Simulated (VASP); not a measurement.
Band structure of CrB (relaxed from the rock salt structure, space group Fm-3m). These are PBEsol GGA, VASP's PBE PAW potentials (set 64) (plane waves; VASP) values and carry that method's errors.

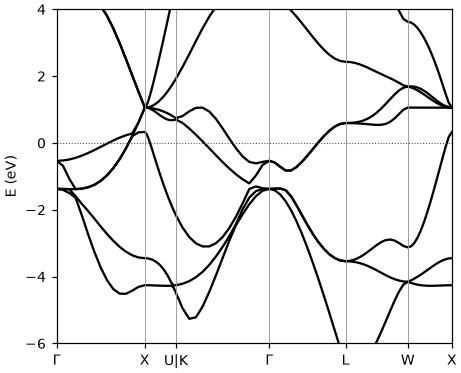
*Bands along high-symmetry lines, zero at the valence-band maximum or, without a gap, the Fermi level*

**Question.** Read the plot: is there a gap, and where are the band edges?

**Answer.** It has no gap at this level: it comes out as a metal or semimetal. (Edges off the drawn lines would not show.)

The structure was generated: CrB was put into the rock salt type (Fm-3m), which need not be its known phase. It was relaxed first, which changed the volume by -37 %. The run is not spin-polarised, so no magnetic state was tried. The electron count is odd and the run is not spin-polarised, which forces a metal.
